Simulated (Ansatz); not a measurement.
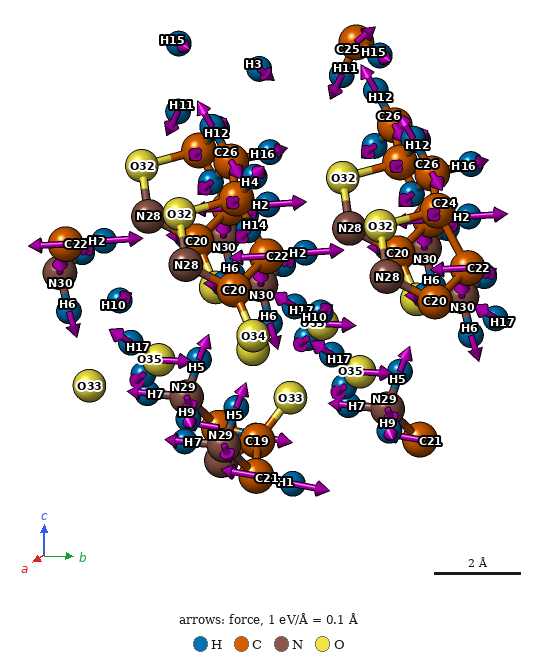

Starting geometry of crystalline H$_{18}$C$_{8}$N$_{4}$O$_{5}$ (set up in C2) (coarse preliminary run) with the computed forces as purple arrows. A ball-and-stick model of the atoms within 5.8 Å of the atom that moves most (axes of the conventional cell (2 times the calculation's cell) (origin shifted)), seen slightly off an axis. Lengths and directions refer to the drawn axes.

The calculation used DFT PBE+D3(BJ), scalar-relativistic, plane waves, PAW in Ansatz.

Input
```yaml
crystal:
  lattice:
    - [5.1505, -2.44345, 0.0]
    - [5.1505, 2.44345, 0.0]
    - [-0.2213642626, 0.0, 11.5078711265]
  atoms:
    - { symbol: H, position: [0.7906, 0.2966, 0.7698] }
    - { symbol: H, position: [0.7034, 0.2094, 0.2302] }
    - { symbol: H, position: [0.9469, 0.0209, 0.6081] }
    - { symbol: H, position: [0.9791, 0.0531, 0.3919] }
    - { symbol: H, position: [0.1066, 0.1566, 0.9357] }
    - { symbol: H, position: [0.8434, 0.8934, 0.0643] }
    - { symbol: H, position: [0.3695, 0.9315, 0.864] }
    - { symbol: H, position: [0.0685, 0.6305, 0.136] }
    - { symbol: H, position: [0.1924, 0.2564, 0.8303] }
    - { symbol: H, position: [0.7436, 0.8076, 0.1697] }
    - { symbol: H, position: [0.4062, 0.8662, 0.5393] }
    - { symbol: H, position: [0.1338, 0.5938, 0.4607] }
    - { symbol: H, position: [0.51, 0.884, 0.6651] }
    - { symbol: H, position: [0.116, 0.49, 0.3349] }
    - { symbol: H, position: [0.247, 0.183, 0.5995] }
    - { symbol: H, position: [0.817, 0.753, 0.4005] }
    - { symbol: H, position: [0.602, 0.498, 0.0415] }
    - { symbol: H, position: [0.502, 0.398, 0.9585] }
    - { symbol: C, position: [0.9158, 0.8922, 0.82773] }
    - { symbol: C, position: [0.1078, 0.0842, 0.17227] }
    - { symbol: C, position: [0.9698, 0.1034, 0.78026] }
    - { symbol: C, position: [0.8966, 0.0302, 0.21974] }
    - { symbol: C, position: [0.11195, 0.94875, 0.66448] }
    - { symbol: C, position: [0.05125, 0.88805, 0.33552] }
    - { symbol: C, position: [0.3412, 0.968, 0.61227] }
    - { symbol: C, position: [0.032, 0.6588, 0.38773] }
    - { symbol: "N", position: [0.07536, 0.63316, 0.77292] }
    - { symbol: "N", position: [0.36684, 0.92464, 0.22708] }
    - { symbol: "N", position: [0.17113, 0.11513, 0.85975] }
    - { symbol: "N", position: [0.88487, 0.82887, 0.14025] }
    - { symbol: O, position: [0.26027, 0.63321, 0.68695] }
    - { symbol: O, position: [0.36679, 0.73973, 0.31305] }
    - { symbol: O, position: [0.73235, 0.96769, 0.91014] }
    - { symbol: O, position: [0.03231, 0.26765, 0.08986] }
    - { symbol: O, position: [0.4447, 0.5553, 0.0] }
basis:
  ecutwfc: 420
kpoints:
  mp_grid: { grid: [4, 4, 2] }
hamiltonian:
  xc: pbe
  dispersion: d3bj
scf:
  occupations: { method: gaussian, width: 0.1 }
output:
  forces: true
  stress: true
  eigenvalues: true
relax:
  adjacent_minimum: "off"
  f_tol: 0.05
  max_steps: 70
  cell: { stress_tol: 0.5 }
```

Run as
```bash
ansatz run input.yaml --threads 8 --pin off --max-ram 16384MiB --backend cpu --events-out ev --progress --plain --runs-dir out
```

Is this structure relaxed? If not, where do the atoms go?

Answer. It isn't relaxed: the largest force vector, on H atoms, is 9.49 eV/Å. The final displacements follow the starting forces only in part (cosine between the two patterns 0.66). The energy falls by 184 meV per atom in 8 accepted moves (11 points after the start). The largest force component goes from 9.4 to 0.021 eV/Å. Pressure: 20.10 GPa at the start and −0.01 GPa at the end. The line search rejected the trial steps at points 5, 7 of the run. The SCF was repeated once at an unchanged geometry on a basis and grid sized afresh for the cell, which shifted the energy by 0.1 meV per atom at most. The largest moves relative to the cell, 0.19 Å, are those of H9 and H10. H10 goes roughly along [−1 3 0]. By element the largest moves are H 0.19 Å, C 0.06 Å, O 0.05 Å, N 0.04 Å. The volume changes by +0.3 %, with a 10.301 → 10.318 Å (+0.2 %), b 4.887 → 4.889 Å (0.0 %), c 11.510 → 11.516 Å (+0.1 %), β 91.1° → 90.8°. Some distances before and after: H1–C21 0.921 → 1.096 Å, H11–C25 0.949 → 1.097 Å, H5–N29 0.922 → 1.054 Å, H14–C26 0.965 → 1.098 Å. Bond angles that change, for instance: H6–N30–H10 112.3° → 107.3°, H8–N30–H10 104.7° → 109.5°, H17–O35–H18 106.0° → 102.5°. The space group stays C2 (No. 5).
